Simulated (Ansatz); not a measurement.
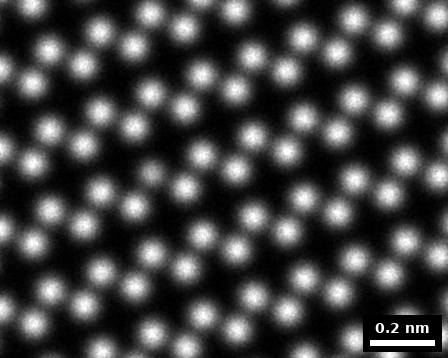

HAADF-like image of Ru (P6_3/mmc, No. 194) along [201]. Simulation: incoherent imaging, intensity Z^1.7 per atom, probe width 0.69 Å, thin sample. Shot noise was added.

The sample is 2 repeats (13.9 Å) thick. One point defect was put into the perfect crystal, without relaxing the atoms around it. Brightness is counted from the darkest point of the image. Host structure: the geometry relaxed with DFT PBE, scalar-relativistic, plane waves, PAW (Ansatz).

Q: Where is the defect (in Å from the left and the top edge), and what does its contrast suggest?

A: At about 5 Å from the left and 5 Å from the top. The column is dimmer, which points to a vacancy or a lighter atom. The column holds 2 atoms (Ru) through the sample, and one Ru atom is replaced by Fe, so its peak drops to about 70 % of that of its equals.
